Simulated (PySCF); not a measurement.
# Ce(BH4)3: other functionals and bases at one geometry

How far do other levels of theory move the description of Ce(BH4)3, and what does each cost? The species was built from a template and needn't be a known compound.

Computed with PySCF 2.14.0. Level: several levels, as the steps say, no spin–orbit coupling.

6 further runs of the same task are left out: 2 for a known fault of the program, 4 that didn't finish.

### 1 The starting structure

16 atoms, charge 0, spin multiplicity 1.

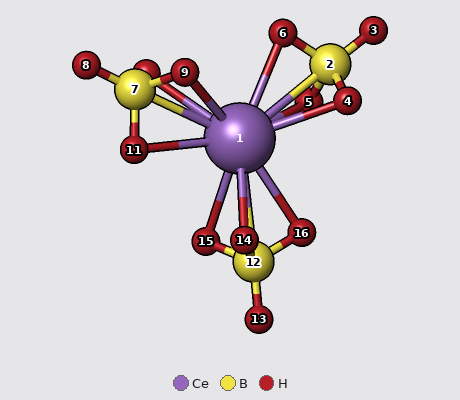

The geometry (cerium purple, boron yellow, hydrogen red); atoms are numbered from 1 in the order of the file.

Coordinates:

```
Ce    0.0000    0.0000    0.0000
B     2.5724    0.0114    0.0000
H     3.7782   -0.0080    0.0000
H     2.0728   -0.5766    0.9952
H     2.0728   -0.5766   -0.9952
H     2.0965    1.1672    0.0000
B    -1.2961    2.2220    0.0000
H    -1.8821    3.2760    0.0000
H    -0.5371    2.0834    0.9952
H    -0.5371    2.0834   -0.9952
H    -2.0591    1.2320    0.0000
B    -1.2763   -2.2335    0.0000
H    -1.8961   -3.2680    0.0000
H    -1.5357   -1.5069    0.9952
H    -1.5357   -1.5069   -0.9952
H    -0.0374   -2.3992    0.0000
```

Formal oxidation states: Ce +3. Each metal's 1 4f electrons lie in its core potential, so multiplicities, spins and levels count the valence alone. An earlier session relaxed this geometry at PBE0, Ce lcecp-1-SVP with ECP47, B def2-SVP, H def2-SVP (singlet, point group C3h).

At PBE0 on the finer grid: E = -113.854297 Eh, HOMO -9.38 eV, LUMO -2.88 eV, Mulliken charge on Ce1 +0.89 e, largest force component 0.007 eV/Å. 

Levels to run: M06-L; BLYP; TPSSh; revPBE; PBE0, TZVP. Hardware: 4 threads of Arm Neoverse V1, shared host.

### 2 M06-L

Input file run.py (the lines that set the calculation):

```python
mol = gto.M(atom='''
Ce     0.00000     0.00000     0.00000
B      2.57239     0.01144     0.00000
H      3.77820    -0.00802     0.00000
H      2.07283    -0.57655     0.99524
H      2.07283    -0.57655    -0.99524
H      2.09652     1.16720     0.00000
B     -1.29610     2.22204     0.00000
H     -1.88215     3.27603     0.00000
H     -0.53711     2.08340     0.99524
H     -0.53711     2.08340    -0.99524
H     -2.05909     1.23204     0.00000
B     -1.27629    -2.23347     0.00000
H     -1.89605    -3.26800     0.00000
H     -1.53572    -1.50685     0.99524
H     -1.53572    -1.50685    -0.99524
H     -0.03743    -2.39924     0.00000''',
    basis={'Ce': 'lcecp-1-SVP', 'B': 'def2-SVP', 'H': 'def2-SVP'},
    ecp={'Ce': 'lcecp-1-SVP'},
    charge=0, spin=0)
mf = dft.RKS(mol, xc='M06L')
mf.grids.atom_grid = (75, 302)  # f atoms: unpruned, at least (60, 302)
mf = mf.density_fit()  # fitting sets: Ce AutoAux, B def2-universal-JKFIT, H def2-universal-JKFIT
mf.conv_tol = 1e-08; mf.max_cycle = 55
mf.kernel(dm0)  # dm0: the density of the relaxed state
```

Launch:

```sh
> OMP_NUM_THREADS=4 python run.py
```

### 3 BLYP

Changes to run.py (the lines that set the calculation) since step 2:

```diff
@@ -20,3 +20,3 @@
     charge=0, spin=0)
-mf = dft.RKS(mol, xc='M06L')
+mf = dft.RKS(mol, xc='BLYP')
 mf.grids.atom_grid = (75, 302)  # f atoms: unpruned, at least (60, 302)
```

### 4 TPSSh

Changes to run.py (the lines that set the calculation) since step 3:

```diff
@@ -20,3 +20,3 @@
     charge=0, spin=0)
-mf = dft.RKS(mol, xc='BLYP')
+mf = dft.RKS(mol, xc='TPSSH')
 mf.grids.atom_grid = (75, 302)  # f atoms: unpruned, at least (60, 302)
```

### 5 revPBE

Changes to run.py (the lines that set the calculation) since step 4:

```diff
@@ -20,3 +20,3 @@
     charge=0, spin=0)
-mf = dft.RKS(mol, xc='TPSSH')
+mf = dft.RKS(mol, xc='PBE_R,PBE')
 mf.grids.atom_grid = (75, 302)  # f atoms: unpruned, at least (60, 302)
```

### 6 PBE0, TZVP

Basis: Ce lcecp-1-TZVP with ECP47, B def2-TZVP, H def2-TZVP. 

Changes to run.py (the lines that set the calculation) since step 5:

```diff
@@ -17,6 +17,6 @@
 H     -0.03743    -2.39924     0.00000''',
-    basis={'Ce': 'lcecp-1-SVP', 'B': 'def2-SVP', 'H': 'def2-SVP'},
-    ecp={'Ce': 'lcecp-1-SVP'},
+    basis={'Ce': 'lcecp-1-TZVP', 'B': 'def2-TZVP', 'H': 'def2-TZVP'},
+    ecp={'Ce': 'lcecp-1-TZVP'},
     charge=0, spin=0)
-mf = dft.RKS(mol, xc='PBE_R,PBE')
+mf = dft.RKS(mol, xc='PBE0')
 mf.grids.atom_grid = (75, 302)  # f atoms: unpruned, at least (60, 302)
@@ -24,2 +24,2 @@
 mf.conv_tol = 1e-08; mf.max_cycle = 55
-mf.kernel(dm0)  # dm0: the density of the relaxed state
+mf.kernel(dm0)  # dm0: free metal ions and neutral atoms
```

**Question.** What will these runs give? Wanted: for each run, HOMO; gap; charge on Ce1; dipole; largest force.

The runs gave:

| level | state | HOMO (eV) | gap (eV) | charge on Ce1 (e) | dipole (D) | largest force (eV/Å) | basis functions | time |
| --- | --- | --- | --- | --- | --- | --- | --- | --- |
| PBE0 (relaxed here) | singlet | -9.38 | 6.50 | 0.89 | 0.00 | 0.01 | 135 | 22 s |
| M06-L | singlet | -8.16 | 5.29 | 1.27 | 0.00 | 0.20 | 135 | 12 s |
| BLYP | singlet | -7.84 | 4.28 | 0.46 | 0.00 | 0.29 | 135 | 6.8 s |
| TPSSh | singlet | -8.76 | 5.65 | 0.93 | 0.00 | 0.22 | 135 | 12 s |
| revPBE | singlet | -7.94 | 4.48 | 0.62 | 0.00 | 0.21 | 135 | 6.9 s |
| PBE0, TZVP | singlet | -9.40 | 6.57 | 1.29 | 0.00 | 0.31 | 212 | 15 s |

Times are on 4 threads of Arm Neoverse V1, shared host; the first row also made further properties.

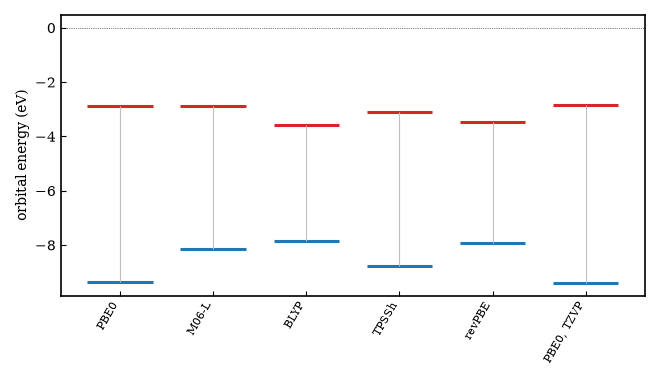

Highest filled and lowest empty level, method by method.

In one basis the HOMO–LUMO gap runs from 4.28 eV (BLYP) to 6.50 eV (PBE0). The largest leftover force, 0.31 eV/Å with PBE0, TZVP, stands at a geometry relaxed at another level. The Mulliken charge on Ce spans +0.46 to +1.29 e over the levels. With 4f in the core, its levels are missing from HOMO and gap. Total energies of different levels can't be compared. Spin–orbit coupling is left out throughout.
